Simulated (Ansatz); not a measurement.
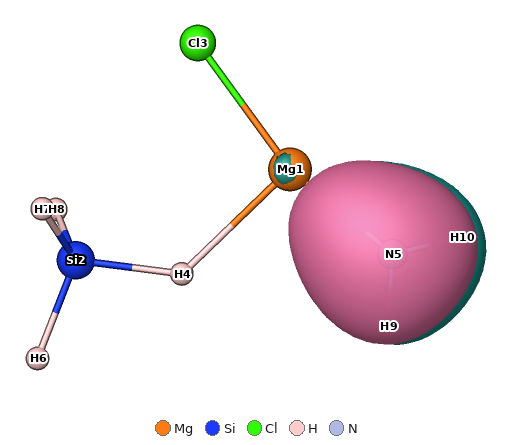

The picture shows: ClH₆MgNSi. One frontier orbital at ±0.1 Å⁻³ᐟ² (teal and pink are the two phases), seen at a tilt.

The product side of a reaction path; geometry: PBE0-D4/def2-TZVP.

Method: Ansatz 0.2.0, RKS PBE0-D4/def2-TZVPP.

The calculation's input:

```
crystal:
  periodic: [false, false, false]
  atoms:
    - {symbol: Mg, position_ang: [-0.205638, -1.307043, -0.522603]}
    - {symbol: Si, position_ang: [0.488282, 1.887205, -0.232275]}
    - {symbol: Cl, position_ang: [0.332722, -0.716555, -2.576774]}
    - {symbol: H, position_ang: [0.054392, 0.586244, 0.393843]}
    - {symbol: N, position_ang: [-0.722726, -2.232087, 1.028592]}
    - {symbol: H, position_ang: [0.493446, 2.846759, 0.899189]}
    - {symbol: H, position_ang: [1.846031, 1.709341, -0.785572]}
    - {symbol: H, position_ang: [-0.509337, 2.270816, -1.251475]}
    - {symbol: H, position_ang: [-0.811862, -1.835613, 1.951780]}
    - {symbol: H, position_ang: [-0.965311, -3.208964, 1.095195]}
basis:
  gaussian: {orbitals: def2-TZVPP}
hamiltonian: {xc: pbe0, dispersion: d4}
output: {orbitals: {seedname: orbitals}}
```

Run with:

```sh
ansatz run in.yaml --threads 4 --pin off --events-out ev --progress --plain --max-ram 9574MiB
```

**Which orbital is it: HOMO or LUMO?**

The HOMO, at −6.38 eV. It lies mainly on N5 (about 75 %), H9 (about 5 %) and H10 (about 5 %); largely a lone pair of N5.
